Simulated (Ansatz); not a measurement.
The calculation's input:

```
crystal:
  lattice:
    - [-1.846072582, 1.846072582, 4.349821461]
    - [1.846072582, -1.846072582, 4.349821461]
    - [1.846072582, 1.846072582, -4.349821461]
  atoms:
    - { symbol: Nb, position: [0.0, 0.0, 0.0] }
    - { symbol: P, position: [0.5, 0.5, 0.0] }
    - { symbol: P, position: [0.25, 0.75, 0.5] }
    - { symbol: P, position: [0.75, 0.25, 0.5] }
basis:
  ecutwfc: 420
kpoints:
  mp_grid: { grid: [18, 18, 18] }
hamiltonian:
  xc: pbe
scf:
  occupations: { method: gaussian, width: 0.1 }
output:
  forces: true
  stress: true
  eigenvalues: true
  write_density: true
  write_potential: true
  elf: true
  volumetric_format: npy
relax:
  adjacent_minimum: "off"
  f_tol: 0.01
  max_steps: 80
  cell: { stress_tol: 0.05 }
```

Run with:

```sh
ansatz run input.yaml --threads 1 --pin off --max-ram 2560MiB --backend cpu --events-out ev --progress --plain --runs-dir out
```

Below, planes, directions and counts refer to the conventional cell (a = 3.70 Å, b = 3.70 Å, c = 8.66 Å, α = 90.00°, β = 90.00°, γ = 90.00°).

The fields are those of the relaxed geometry.

Space group I4/mmm; started from the TiAl3 (D0_22)_139 prototype, which need not be the ambient phase.

All numbers below come from DFT PBE, scalar-relativistic, plane waves, PAW in Ansatz 0.2.0.

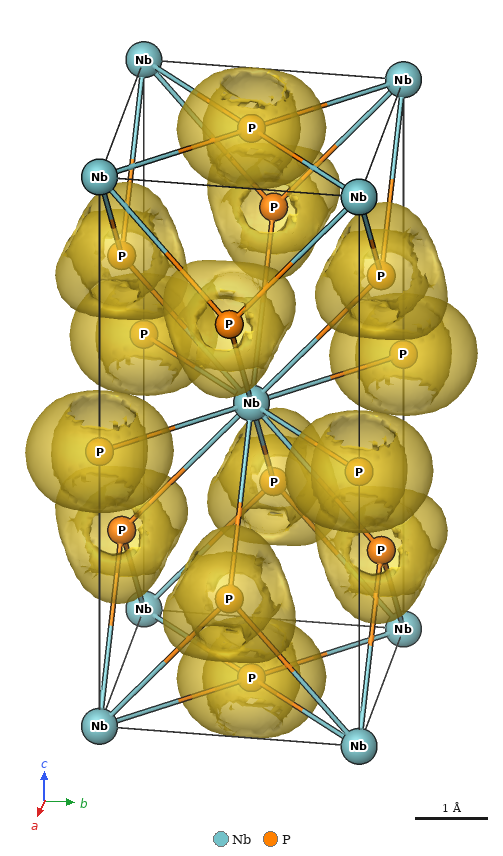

NbP₃. Isosurface of the electron localisation function at 0.75 (yellow), seen at an oblique angle. Only the valence region is drawn (cores and ρ < 0.01 e/Å³ removed). Sticks mark near contacts.

Core electrons are frozen (PAW), and the valence fields are smoothed inside the atomic spheres.

### What do the ELF domains correspond to?

The ELF exceeds this value in six regions wrapped around P (the valence shell of each), counted in one cell of 8 atoms. Regions shared between cells count once. Profiles from the grid: Nb–P (2.62 Å): the ELF peaks at about 0.85 in the valence shell of P, 0.9 Å from its nucleus, and is about 0.35 at the midpoint. Nb–P (2.85 Å): the ELF peaks at about 0.85 in the valence shell of P, 0.8 Å from its nucleus, and is about 0.35 at the midpoint.
